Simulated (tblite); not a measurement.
## Geometry relaxation of CH₅ClNSi (part 2 of 2)

Continued. System: CH₅ClNSi, multiplicity 2, SMILES C[N][SiH2]Cl. Method: GFN2-xTB, U-SCC (tblite 0.8.0). The geometry comes from this level: PBE0-D4/def2-TZVP.

Geometry of the input (Å):
```
C  0.4938  1.3415  0.1405
N  0.6288  -0.0210  0.5218
Si -0.4156  -1.2374  -0.1292
Cl 0.3195  -3.0825  0.3545
H  0.1343  1.5142  -0.8843
H  -0.2447  1.8100  0.8127
H  1.4309  1.8854  0.2953
H  -1.7624  -1.1014  0.4822
H  -0.4959  -1.1552  -1.6107
```

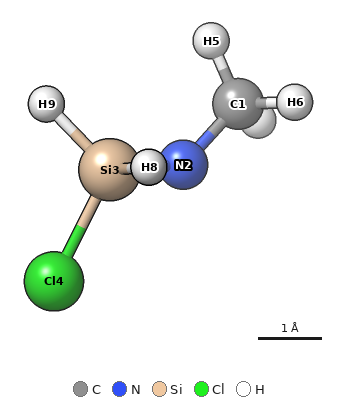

Fig. 1: The geometry at step 38 of the log (ball-and-stick view, seen at a tilt; atoms are numbered from 1 in the order of the input).

Trajectory as extended XYZ, continued:
```
9
Properties=species:S:1:pos:R:3:forces:R:3 step=25 energy=-377.94922
C     0.5061    1.3826    0.1624   -0.0040   0.0036   0.0084
N     0.5030    0.0022    0.3430   -0.0172  -0.0066  -0.0001
Si   -0.4815   -1.2712   -0.1800    0.0342  -0.0240   0.0252
Cl    0.4544   -2.9297    0.4592   -0.0120  -0.0143  -0.0154
H     0.2170    1.6816   -0.8509   -0.0207   0.0127  -0.0187
H    -0.1958    1.8538    0.8622   -0.0041   0.0119  -0.0056
H     1.5041    1.7709    0.3816    0.0401   0.0233   0.0174
H    -1.8050   -1.2121    0.4410   -0.0190   0.0074   0.0143
H    -0.6136   -1.3244   -1.6356    0.0027  -0.0139  -0.0256
9
Properties=species:S:1:pos:R:3:forces:R:3 step=27 energy=-377.94943
C     0.5062    1.3825    0.1628    0.0094   0.0232  -0.0083
N     0.5055    0.0020    0.3468   -0.0196   0.0161  -0.0066
Si   -0.4790   -1.2707   -0.1784    0.0008  -0.0205   0.0015
Cl    0.4504   -2.9338    0.4556   -0.0004  -0.0204  -0.0061
H     0.2153    1.6799   -0.8517   -0.0089  -0.0027   0.0095
H    -0.1963    1.8555    0.8613    0.0012  -0.0006  -0.0067
H     1.5041    1.7752    0.3807    0.0088  -0.0002   0.0104
H    -1.8046   -1.2116    0.4408    0.0009   0.0104   0.0088
H    -0.6129   -1.3254   -1.6352    0.0080  -0.0054  -0.0024
9
Properties=species:S:1:pos:R:3:forces:R:3 step=29 energy=-377.94954
C     0.5068    1.3836    0.1628    0.0065   0.0052  -0.0035
N     0.5046    0.0027    0.3469   -0.0148   0.0142  -0.0070
Si   -0.4781   -1.2720   -0.1778   -0.0162   0.0076  -0.0117
Cl    0.4495   -2.9360    0.4543    0.0051  -0.0236  -0.0010
H     0.2141    1.6800   -0.8514    0.0035   0.0020   0.0050
H    -0.1963    1.8565    0.8605    0.0017   0.0022   0.0015
H     1.5051    1.7763    0.3815   -0.0110  -0.0093  -0.0002
H    -1.8047   -1.2109    0.4414    0.0156   0.0067   0.0027
H    -0.6124   -1.3265   -1.6355    0.0096  -0.0050   0.0143
9
Properties=species:S:1:pos:R:3:forces:R:3 step=31 energy=-377.94963
C     0.5074    1.3853    0.1629   -0.0099  -0.0099   0.0018
N     0.5020    0.0040    0.3445   -0.0085  -0.0009   0.0007
Si   -0.4786   -1.2732   -0.1782   -0.0038   0.0138  -0.0036
Cl    0.4504   -2.9372    0.4542    0.0007  -0.0117  -0.0027
H     0.2141    1.6821   -0.8505    0.0118   0.0131  -0.0090
H    -0.1957    1.8585    0.8603    0.0029   0.0025   0.0080
H     1.5063    1.7751    0.3833   -0.0110  -0.0058  -0.0065
H    -1.8044   -1.2113    0.4416    0.0090   0.0040   0.0062
H    -0.6128   -1.3298   -1.6353    0.0087  -0.0050   0.0050
9
Properties=species:S:1:pos:R:3:forces:R:3 step=33 energy=-377.94968
C     0.5073    1.3859    0.1630   -0.0148  -0.0026  -0.0024
N     0.5003    0.0049    0.3435   -0.0009  -0.0073   0.0076
Si   -0.4789   -1.2731   -0.1785    0.0095  -0.0088   0.0062
Cl    0.4505   -2.9387    0.4537   -0.0075   0.0071  -0.0072
H     0.2148    1.6837   -0.8504    0.0106   0.0140  -0.0076
H    -0.1953    1.8597    0.8607    0.0021   0.0016   0.0063
H     1.5063    1.7744    0.3838   -0.0041  -0.0033  -0.0051
H    -1.8037   -1.2113    0.4420   -0.0014   0.0033   0.0105
H    -0.6125   -1.3320   -1.6349    0.0066  -0.0040  -0.0083
9
Properties=species:S:1:pos:R:3:forces:R:3 step=35 energy=-377.94975
C     0.5063    1.3862    0.1627   -0.0031   0.0080  -0.0059
N     0.4987    0.0054    0.3440    0.0044  -0.0027   0.0081
Si   -0.4786   -1.2733   -0.1784    0.0071  -0.0229   0.0040
Cl    0.4496   -2.9411    0.4521   -0.0102   0.0180  -0.0074
H     0.2158    1.6856   -0.8511    0.0028   0.0046   0.0024
H    -0.1949    1.8606    0.8613   -0.0023   0.0015   0.0008
H     1.5056    1.7743    0.3835   -0.0001  -0.0050  -0.0016
H    -1.8027   -1.2104    0.4434   -0.0021   0.0010   0.0085
H    -0.6110   -1.3337   -1.6347    0.0036  -0.0026  -0.0089
9
Properties=species:S:1:pos:R:3:forces:R:3 step=38 energy=-377.94979
C     0.5057    1.3867    0.1625    0.0029  -0.0006   0.0012
N     0.4973    0.0056    0.3436   -0.0016   0.0017   0.0022
Si   -0.4786   -1.2746   -0.1786   -0.0022   0.0046  -0.0038
Cl    0.4495   -2.9410    0.4516   -0.0011   0.0025  -0.0004
H     0.2166    1.6878   -0.8512   -0.0018  -0.0018   0.0014
H    -0.1946    1.8616    0.8617   -0.0025  -0.0007  -0.0021
H     1.5055    1.7730    0.3838    0.0019  -0.0019  -0.0003
H    -1.8024   -1.2102    0.4446    0.0029  -0.0015   0.0031
H    -0.6104   -1.3354   -1.6353    0.0014  -0.0023  -0.0014
9
Properties=species:S:1:pos:R:3:forces:R:3 step=40 energy=-377.94979
C     0.5059    1.3869    0.1626   -0.0018  -0.0022   0.0016
N     0.4969    0.0058    0.3432   -0.0026  -0.0005   0.0019
Si   -0.4789   -1.2746   -0.1790   -0.0005   0.0078  -0.0018
Cl    0.4498   -2.9403    0.4518    0.0006  -0.0013   0.0004
H     0.2168    1.6883   -0.8509   -0.0004  -0.0009  -0.0008
H    -0.1947    1.8618    0.8617    0.0004  -0.0011  -0.0016
H     1.5059    1.7724    0.3841    0.0024   0.0008   0.0002
H    -1.8024   -1.2106    0.4448    0.0010  -0.0010   0.0027
H    -0.6106   -1.3361   -1.6356    0.0008  -0.0017  -0.0027
9
Properties=species:S:1:pos:R:3:forces:R:3 step=42 energy=-377.94980
C     0.5059    1.3869    0.1626   -0.0027  -0.0001  -0.0001
N     0.4965    0.0059    0.3436   -0.0011  -0.0013   0.0013
Si   -0.4790   -1.2742   -0.1793    0.0004   0.0016   0.0000
Cl    0.4495   -2.9401    0.4516    0.0009  -0.0009   0.0002
H     0.2168    1.6884   -0.8508    0.0006  -0.0014  -0.0011
H    -0.1948    1.8618    0.8615    0.0024   0.0006  -0.0002
H     1.5061    1.7721    0.3841    0.0003   0.0015   0.0012
H    -1.8020   -1.2107    0.4455   -0.0003   0.0000   0.0010
H    -0.6102   -1.3366   -1.6359   -0.0004   0.0000  -0.0023
9
Properties=species:S:1:pos:R:3:forces:R:3 step=44 energy=-377.94980
C     0.5058    1.3868    0.1626    0.0000   0.0002  -0.0003
N     0.4965    0.0059    0.3442   -0.0006   0.0000   0.0006
Si   -0.4789   -1.2740   -0.1793   -0.0002  -0.0012  -0.0006
Cl    0.4492   -2.9404    0.4513    0.0005   0.0006  -0.0001
H     0.2167    1.6881   -0.8510    0.0003  -0.0019  -0.0006
H    -0.1948    1.8618    0.8614    0.0012   0.0018   0.0004
H     1.5060    1.7724    0.3839   -0.0010   0.0001   0.0010
H    -1.8018   -1.2105    0.4457    0.0005   0.0001   0.0001
H    -0.6099   -1.3364   -1.6360   -0.0006   0.0004  -0.0005
9
Properties=species:S:1:pos:R:3:forces:R:3 step=46 energy=-377.94980
C     0.5058    1.3868    0.1626    0.0017  -0.0007   0.0003
N     0.4966    0.0059    0.3445   -0.0010   0.0009   0.0003
Si   -0.4788   -1.2740   -0.1793   -0.0001  -0.0010  -0.0009
Cl    0.4491   -2.9406    0.4511    0.0005   0.0009  -0.0003
H     0.2166    1.6877   -0.8511    0.0001  -0.0013  -0.0003
H    -0.1948    1.8619    0.8614   -0.0005   0.0018   0.0004
H     1.5058    1.7726    0.3839   -0.0008  -0.0010   0.0001
H    -1.8017   -1.2104    0.4458    0.0008   0.0000  -0.0004
H    -0.6099   -1.3363   -1.6361   -0.0006   0.0004   0.0008
9
Properties=species:S:1:pos:R:3:forces:R:3 step=48 energy=-377.94980
C     0.5058    1.3868    0.1626    0.0007  -0.0008   0.0006
N     0.4963    0.0059    0.3446   -0.0011   0.0006   0.0010
Si   -0.4789   -1.2741   -0.1795    0.0006   0.0000   0.0000
Cl    0.4492   -2.9404    0.4511    0.0008   0.0000  -0.0004
H     0.2167    1.6874   -0.8512    0.0004   0.0002   0.0000
H    -0.1946    1.8622    0.8614   -0.0013   0.0007  -0.0005
H     1.5058    1.7725    0.3841    0.0005  -0.0011  -0.0009
H    -1.8016   -1.2104    0.4460    0.0001   0.0000  -0.0007
H    -0.6100   -1.3364   -1.6363   -0.0007   0.0005   0.0010
```

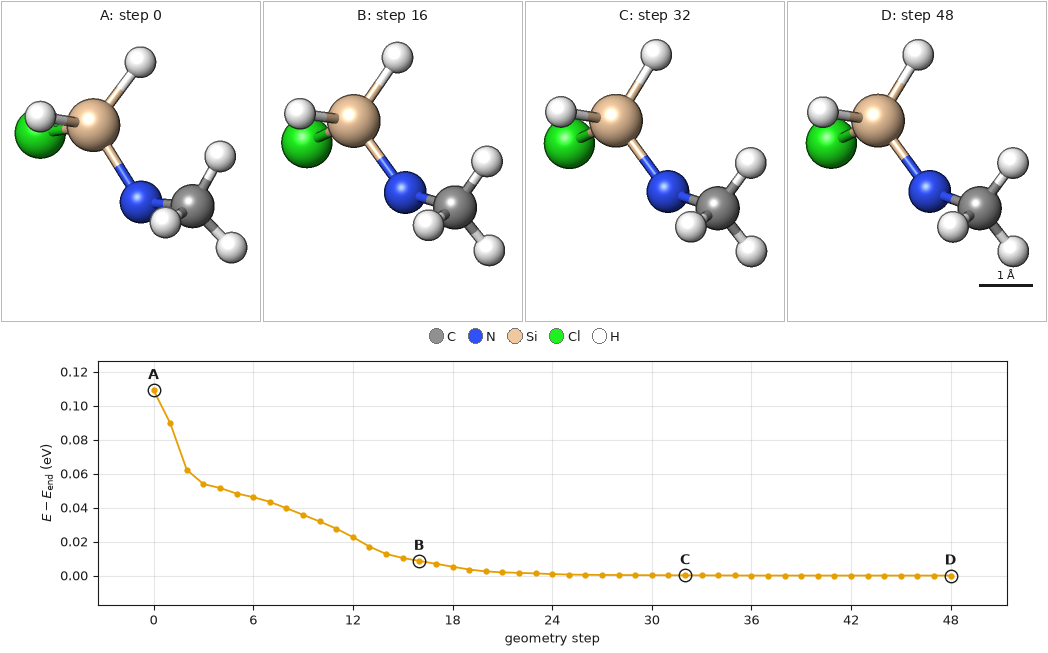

Fig. 2: Frames of the relaxation (ball-and-stick view, seen at a tilt) above the curves, on which the letters mark them (steps are counted from 0).

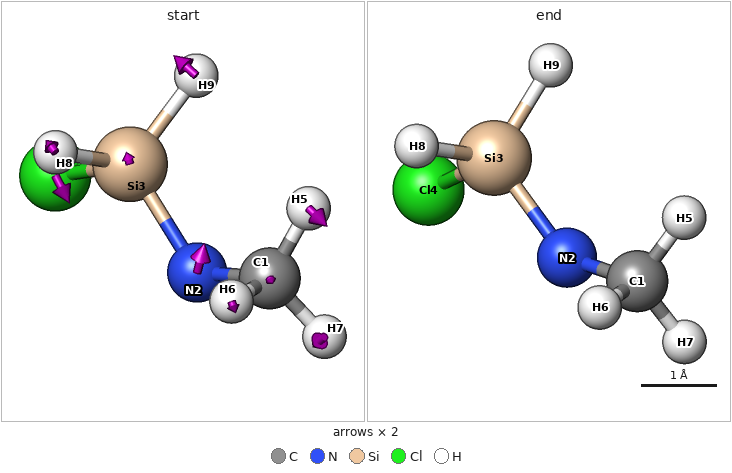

Fig. 3: Before (left) and after (right) the relaxation, at one scale (ball-and-stick view, seen at a tilt). The pink arrows give the displacements, magnified 2 times. The largest move after the best rigid fit is that of N2, 0.22 Å. By element the largest moves are N 0.22 Å, H 0.22 Å, Cl 0.22 Å, Si 0.09 Å, C 0.05 Å. Among the contacts that change: N2–Si3 1.730 → 1.692 Å, Si3–Cl4 2.044 → 2.009 Å, C1–N2 1.421 → 1.393 Å, Si3–H8 1.485 → 1.465 Å. Among the angles that change: C1–N2–Si3 121.0° → 135.5°, N2–Si3–Cl4 109.2° → 105.3°, N2–C1–H5 115.6° → 113.0°. After 48 geometry steps the energy has fallen by 0.109 eV. The largest force component goes from 0.77 to 0.0013 eV/Å. (Atoms are counted from 1 in the order of the input.)

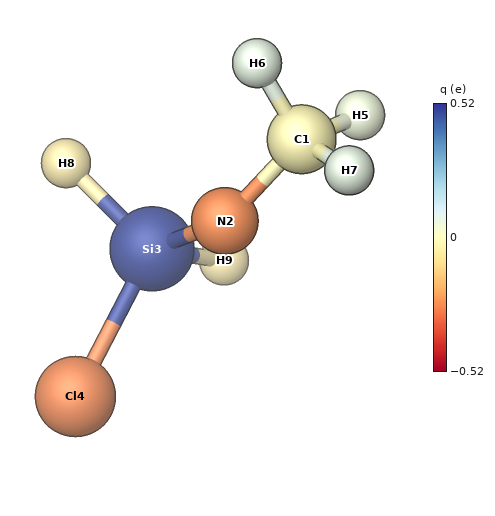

Fig. 4: Mulliken charges, as the colour of each atom (ball-and-stick view, seen at a tilt; atoms are numbered from 1 in the order of the input). By element: C −0.02, N −0.26, Si +0.49, Cl −0.27 and H −0.07 to +0.07 e.
